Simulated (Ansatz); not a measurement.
**MoSe: density, localisation and related maps**

The calculation's input:

```
crystal:
  lattice:
    - [0.0, 2.6586320872, 2.6586320872]
    - [5.3172641743, 2.6586320872, 2.6586320872]
    - [5.3172641743, 5.3172641743, 0.0]
  atoms:
    - { symbol: Mo, position: [0.0, 0.0, 1.0], spin: 2.0 }
    - { symbol: Se, position: [0.5, 0.5, 0.0] }
    - { symbol: Mo, position: [0.0, 0.0, 0.5], spin: -2.0 }
    - { symbol: Se, position: [0.5, 0.5, 0.5] }
basis:
  ecutwfc: 420
kpoints:
  mp_grid: { grid: [12, 12, 6] }
hamiltonian:
  xc: pbe
  hubbard: { sites: [{ species: Mo, l: d, u_eff: 4.38 }] }
scf:
  occupations: { method: gaussian, width: 0.1 }
output:
  forces: true
  stress: true
  eigenvalues: true
  populations: true
  write_density: true
  write_potential: true
  elf: true
  volumetric_format: npy
magnetization:
  spin_polarized: true
```

Run with:

```sh
ansatz run input.yaml --threads 1 --pin off --max-ram 2560MiB --backend cpu --events-out ev --progress --plain --runs-dir out
```

Below, planes, directions and counts refer to the cell of the magnetic structure (a = 3.76 Å, b = 3.76 Å, c = 5.32 Å, α = 90.00°, β = 90.00°, γ = 90.00°).

Space group Fm-3m; started from the rock salt prototype, which need not be the ambient phase; computed pressure about 21 GPa in this cell; Hubbard U of 4.38 eV on Mo d only; spin-polarised.

Level of theory: Ansatz 0.2.0, DFT PBE+U, scalar-relativistic, plane waves, PAW.

The density is the valence pseudo-density of a PAW calculation; it isn't the true density close to the nuclei.

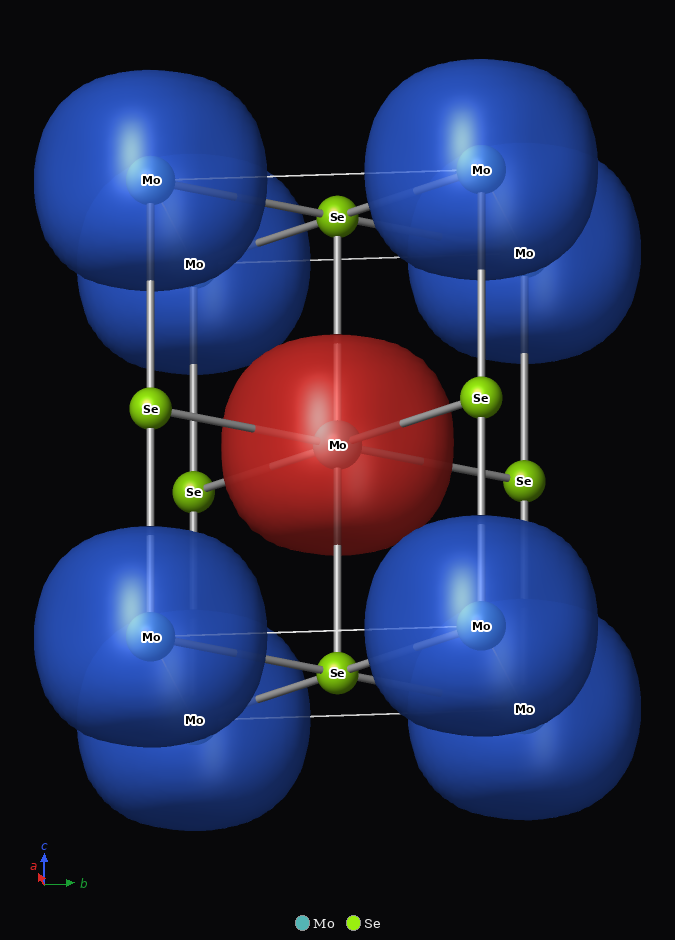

Figure 1. Isosurfaces of the spin density (up minus down) at +0.1 (blue) and −0.1 e/Å³ (red), seen at an oblique angle. Sticks mark near contacts.

> Where is the spin, and how is it ordered?

The spin density sits on Mo: +2.9 μB and −2.9 μB in one cell of 4 atoms: antiferromagnetic in this solution, which needn't be the ground state, with some nearest magnetic neighbours parallel and some opposed. The cell of the calculation (4 atoms) carries 0.0 μB of net spin moment.

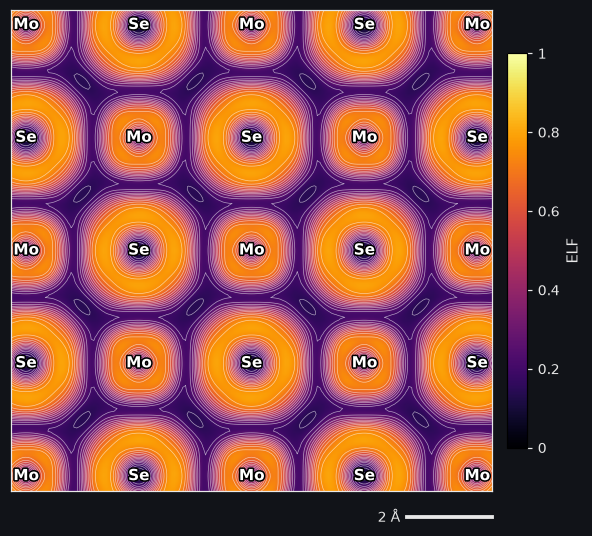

Figure 2. Electron localisation function on the (110) plane of the cell of the magnetic structure.

> What do the fields say about this system?

The plane passes through Mo and Se nuclei. Mo–Se (2.66 Å): the ELF is about 0.40 at the midpoint. The features right at Mo lie inside the PAW spheres, where the map follows smoothed inner orbitals and isn't to be read closely.

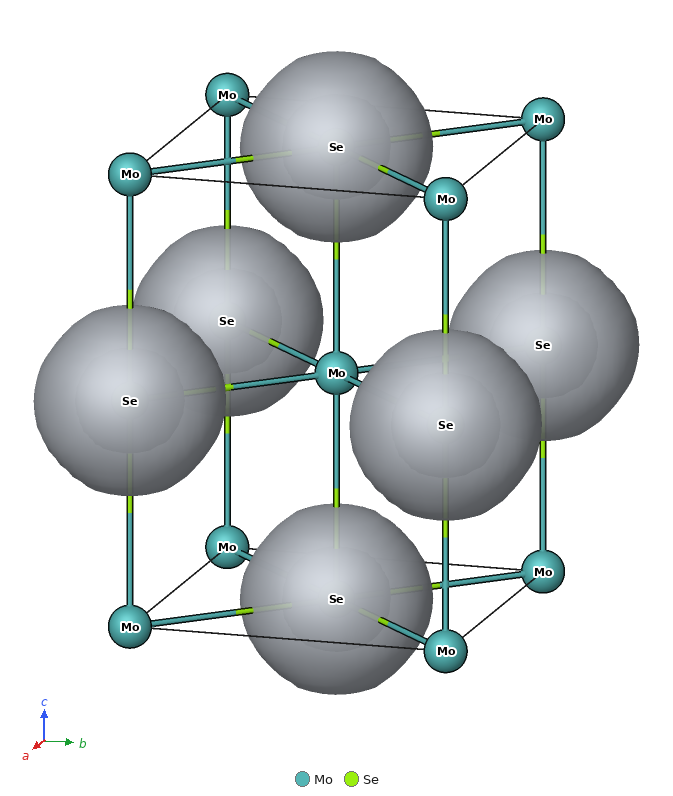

Figure 3. Isosurface of the ELF at 0.7 (grey), seen slightly off an axis. Only the valence region is drawn (cores and ρ < 0.01 e/Å³ removed). Sticks mark near contacts.

> Identify the bonds, lone pairs and shells in this picture.

At this value the surface marks out two regions wrapped around Se (the valence shell of each), counted in one cell of 4 atoms. Any copies at cell faces, edges or corners count once.

> Metal or insulator at this level of theory?

It is metallic or semimetallic at this level of theory: no gap opens; semilocal functionals without U, or without the true magnetic order, often close the gap of such compounds.
